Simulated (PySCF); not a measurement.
# TiNH2F3 (SMILES [NH2][Ti]([F])([F])[F]) at BLYP/6-31G(d) (spherical functions)

What is the vertical ionisation energy of TiNH2F3 at BLYP/6-31G* (spherical functions)? The job is set up through a Python script.

The results are computed with PySCF 2.14.0.

## 1. The molecule

The species is TiNH2F3 (7 atoms), meant as a singlet with charge 0. SMILES: `[NH2][Ti]([F])([F])[F]`. Geometry: a GFN2-xTB relaxation, a rough one for these elements and not checked as a minimum.

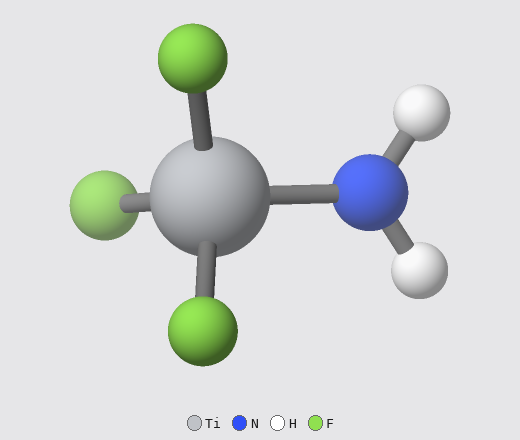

Viewed from a chosen angle; titanium light grey, nitrogen blue, hydrogen white, fluorine green.

## 2. A single-point energy at BLYP/6-31G(d) (spherical functions)

calc.py reads:

```python
# Ti(NH2)F3
from pyscf import gto, dft

molecule = gto.Mole()
molecule.atom = '''
Ti     0.003770     0.001420    -0.741540
N      0.015190     0.018980     1.083630
H      0.766600    -0.324990     1.680410
H     -0.759620     0.337540     1.667100
F      1.644520    -0.020490    -1.222200
F     -0.851980     1.402470    -1.223450
F     -0.818460    -1.414930    -1.243950
'''
molecule.verbose = 4
molecule.basis = '6-31g*'
molecule.spin = 0
molecule.charge = 0
molecule.max_memory = 1860
molecule.build()

calc0 = dft.RKS(molecule, xc='blyp')
calc0.grids.level = 4
calc0.conv_tol = 1e-10
calc0.kernel()
if not calc0.converged:
    calc0 = calc0.newton().run(calc0.mo_coeff, calc0.mo_occ)

etot = calc0.e_tot
print(f'total energy: {etot:.8f} hartree')
```

Started as:

```bash
$ OMP_NUM_THREADS=1 python calc.py
```

The log of the run:

```text
PySCF version 2.14.0

[INPUT] num. atoms = 7
[INPUT] num. electrons = 58
[INPUT] charge = 0
[INPUT] spin (= nelec alpha-beta = 2S) = 0
[INPUT] symmetry False subgroup None
[INPUT] Mole.unit = angstrom
[INPUT] Symbol           X                Y                Z      unit          X                Y                Z       unit  Magmom
[INPUT]  1 Ti     0.003770000000   0.001420000000  -0.741540000000 AA    0.007124267490   0.002683411097  -1.401307510410 Bohr   0.0
[INPUT]  2 N      0.015190000000   0.018980000000   1.083630000000 AA    0.028704939832   0.035867001844   2.047763920362 Bohr   0.0
[INPUT]  3 H      0.766600000000  -0.324990000000   1.680410000000 AA    1.448664047092  -0.614142093222   3.175514676980 Bohr   0.0
[INPUT]  4 H     -0.759620000000   0.337540000000   1.667100000000 AA   -1.435473758742   0.637858156086   3.150362422262 Bohr   0.0
[INPUT]  5 F      1.644520000000  -0.020490000000  -1.222200000000 AA    3.107692406370  -0.038720488292  -2.309623269443 Bohr   0.0
[INPUT]  6 F     -0.851980000000   1.402470000000  -1.223450000000 AA   -1.610008863607   2.650284197919  -2.311985427099 Bohr   0.0
[INPUT]  7 F     -0.818460000000  -1.414930000000  -1.243950000000 AA   -1.546665243912  -2.673830185431  -2.350724812653 Bohr   0.0

nuclear repulsion = 333.96401866865
number of shells = 40
number of NR pGTOs = 213
number of NR cGTOs = 94
basis = 6-31g*
ecp = {}

******** <class 'pyscf.dft.rks.RKS'> ********
method = RKS
initial guess = minao
damping factor = 0
level_shift factor = 0
DIIS = <class 'pyscf.scf.diis.CDIIS'>
diis_start_cycle = 1
diis_space = 8
diis_damp = 0
SCF conv_tol = 1e-10
SCF conv_tol_grad = None
SCF max_cycles = 50
direct_scf = True
direct_scf_tol = 1e-13
XC library pyscf.dft.libxc version 7.0.0
    S. Lehtola, C. Steigemann, M. J.T. Oliveira, and M. A.L. Marques.,  SoftwareX 7, 1–5 (2018)
XC functionals = blyp
    A. D. Becke.,  Phys. Rev. A 38, 3098 (1988)
    C. Lee, W. Yang, and R. G. Parr.,  Phys. Rev. B 37, 785 (1988)
    B. Miehlich, A. Savin, H. Stoll, and H. Preuss.,  Chem. Phys. Lett. 157, 200 (1989)
radial grids:
    Treutler-Ahlrichs [JCP 102, 346 (1995); DOI:10.1063/1.469408] (M4) radial grids

becke partition: Becke, JCP 88, 2547 (1988); DOI:10.1063/1.454033
pruning grids: <function nwchem_prune>
grids dens level: 4
symmetrized grids: False
atomic radii adjust function: <function treutler_atomic_radii_adjust>
small_rho_cutoff = 0
Set gradient conv threshold to 1e-05
Initial guess from minao.
tot grids = 176528
init E= -1205.08897647178
  HOMO = -0.343549724922322  LUMO = -0.161293842859762  gap/eV = 4.95944
cycle= 1 E= -1204.78501694066  delta_E= 0.304  |g|= 1.38  |ddm|= 2.57
  HOMO = -0.129377220507712  LUMO = -0.128131455508706  gap/eV = 0.03390
cycle= 2 E= -1194.63349114868  delta_E= 10.2  |g|= 8.07  |ddm|= 3.75
  HOMO = -0.153582429209751  LUMO = -0.00781857072795589  gap/eV = 3.96644
cycle= 3 E= -1204.95536375971  delta_E= -10.3  |g|= 0.996  |ddm|= 3.09
  HOMO = -0.234791653109152  LUMO = -0.130637420667262  gap/eV = 2.83418
cycle= 4 E= -1205.06851440125  delta_E= -0.113  |g|= 0.517  |ddm|= 0.819
  HOMO = -0.23843585691717  LUMO = -0.104317505877597  gap/eV = 3.64955
cycle= 5 E= -1205.11893677438  delta_E= -0.0504  |g|= 0.182  |ddm|= 0.311
  HOMO = -0.228474316961914  LUMO = -0.0950748391781682  gap/eV = 3.62998
cycle= 6 E= -1205.12482046785  delta_E= -0.00588  |g|= 0.0563  |ddm|= 0.0965
  HOMO = -0.228915176919354  LUMO = -0.0913710171689508  gap/eV = 3.74277
cycle= 7 E= -1205.12545405487  delta_E= -0.000634  |g|= 0.0127  |ddm|= 0.0297
  HOMO = -0.227990112841563  LUMO = -0.0913373899404237  gap/eV = 3.71851
cycle= 8 E= -1205.12547248244  delta_E= -1.84e-05  |g|= 0.00658  |ddm|= 0.01
  HOMO = -0.228454428612026  LUMO = -0.0910373061754925  gap/eV = 3.73931
cycle= 9 E= -1205.12548297044  delta_E= -1.05e-05  |g|= 0.000738  |ddm|= 0.00548
  HOMO = -0.228446538938849  LUMO = -0.0910665636074559  gap/eV = 3.73830
cycle= 10 E= -1205.12548306091  delta_E= -9.05e-08  |g|= 0.000456  |ddm|= 0.000532
  HOMO = -0.228432091032378  LUMO = -0.0910798848296266  gap/eV = 3.73754
cycle= 11 E= -1205.12548310247  delta_E= -4.16e-08  |g|= 7.8e-05  |ddm|= 0.000294
  HOMO = -0.22843221599904  LUMO = -0.0910872453604394  gap/eV = 3.73735
cycle= 12 E= -1205.12548310372  delta_E= -1.25e-09  |g|= 2.33e-05  |ddm|= 7.27e-05
  HOMO = -0.22843167344425  LUMO = -0.0910854596708317  gap/eV = 3.73738
cycle= 13 E= -1205.12548310383  delta_E= -1.09e-10  |g|= 5.69e-06  |ddm|= 1.45e-05
  HOMO = -0.228431347051803  LUMO = -0.0910846547460009  gap/eV = 3.73739
cycle= 14 E= -1205.12548310383  delta_E= -7.73e-12  |g|= 3.08e-06  |ddm|= 4.96e-06
  HOMO = -0.22843229477685  LUMO = -0.0910856879928987  gap/eV = 3.73739
Extra cycle  E= -1205.12548310382  delta_E= 1.73e-11  |g|= 8.59e-06  |ddm|= 7.36e-06
converged SCF energy = -1205.12548310382
total energy: -1205.12548310 hartree
```

Wall time 16 s (1 thread of Intel Xeon Platinum 8488C (Sapphire Rapids), shared host); peak memory 0.48 GiB.

## 3. The doublet cation at the same level

calc.py reads:

```python
from pyscf import gto, dft

mol = gto.M(
    atom='''
Ti   0.003770   0.001420  -0.741540
N    0.015190   0.018980   1.083630
H    0.766600  -0.324990   1.680410
H   -0.759620   0.337540   1.667100
F    1.644520  -0.020490  -1.222200
F   -0.851980   1.402470  -1.223450
F   -0.818460  -1.414930  -1.243950
''',
    spin=1,
    charge=1,
    basis='6-31g*',
    verbose=4,
    max_memory=1860,
)

mf = dft.UKS(mol, xc='blyp')
mf.conv_tol = 1e-10
mf.grids.level = 4
mf.kernel()
if not mf.converged:
    mf = mf.newton().run(mf.mo_coeff, mf.mo_occ)

etot = mf.e_tot
print(f'total energy: {etot:.8f} hartree')
```

Started as:

```bash
$ OMP_NUM_THREADS=1 python calc.py
```

The log of the run:

```text
PySCF version 2.14.0

[INPUT] num. atoms = 7
[INPUT] num. electrons = 57
[INPUT] charge = 1
[INPUT] spin (= nelec alpha-beta = 2S) = 1
[INPUT] symmetry False subgroup None
[INPUT] Mole.unit = angstrom
[INPUT] Symbol           X                Y                Z      unit          X                Y                Z       unit  Magmom
[INPUT]  1 Ti     0.003770000000   0.001420000000  -0.741540000000 AA    0.007124267490   0.002683411097  -1.401307510410 Bohr   0.0
[INPUT]  2 N      0.015190000000   0.018980000000   1.083630000000 AA    0.028704939832   0.035867001844   2.047763920362 Bohr   0.0
[INPUT]  3 H      0.766600000000  -0.324990000000   1.680410000000 AA    1.448664047092  -0.614142093222   3.175514676980 Bohr   0.0
[INPUT]  4 H     -0.759620000000   0.337540000000   1.667100000000 AA   -1.435473758742   0.637858156086   3.150362422262 Bohr   0.0
[INPUT]  5 F      1.644520000000  -0.020490000000  -1.222200000000 AA    3.107692406370  -0.038720488292  -2.309623269443 Bohr   0.0
[INPUT]  6 F     -0.851980000000   1.402470000000  -1.223450000000 AA   -1.610008863607   2.650284197919  -2.311985427099 Bohr   0.0
[INPUT]  7 F     -0.818460000000  -1.414930000000  -1.243950000000 AA   -1.546665243912  -2.673830185431  -2.350724812653 Bohr   0.0

[... 47 lines left out ...]
WARN: HOMO -0.360306091695904 >= LUMO -0.360083485342204
[... 58 lines left out ...]
converged SCF energy = -1204.75605098484  <S^2> = 0.75361574  2S+1 = 2.0036125
total energy: -1204.75605098 hartree
```

Run time: 26 s. Hardware: 1 thread of Intel Xeon Platinum 8488C (Sapphire Rapids), shared host; peak memory 0.49 GiB.

## 4. Results

At BLYP/6-31G* (spherical functions):

```
                                          quantity           value
                     singlet TiNH2F3: total energy  -1205.12548 Eh
                    singlet TiNH2F3: dipole moment          2.16 D
                      singlet TiNH2F3: HOMO energy        -6.22 eV
                      singlet TiNH2F3: LUMO energy        -2.48 eV
                    singlet TiNH2F3: HOMO–LUMO gap         3.74 eV
                      doublet cation: total energy  -1204.75605 Eh
doublet cation: HOMO energy (highest over α and β)       -15.20 eV
 doublet cation: LUMO energy (lowest over α and β)       -13.83 eV
                              doublet cation: ⟨S²⟩           0.754
vertical ionisation energy (to the doublet cation)       10.053 eV
```

What this shows: Removing an electron at fixed nuclei costs 10.05 eV (232 kcal/mol). −ε(HOMO) before ionisation, 6.22 eV, is 3.84 eV below this ionisation energy. Mulliken charges (singlet TiNH2F3) run from -0.88 on N2 to +1.36 on Ti1; they depend strongly on the basis.
